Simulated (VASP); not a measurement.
Band structure of Na2S (antifluorite). Calculation: PW91 GGA, VASP's PBE PAW potentials (set 64) (plane waves; VASP 6.6.1).

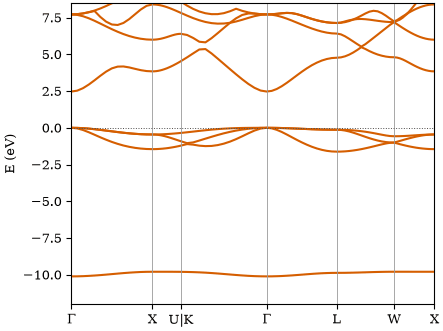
*Bands along high-symmetry lines, zero at the valence-band maximum or, without a gap, the Fermi level*

Q: Read the plot: is there a gap, and where are the band edges?

A: The gap is direct, 2.47 eV, from the valence maximum at Γ to the conduction minimum at Γ. (Edges off the drawn lines would not show.)

The compound is Na2S in the antifluorite structure. It was relaxed first.
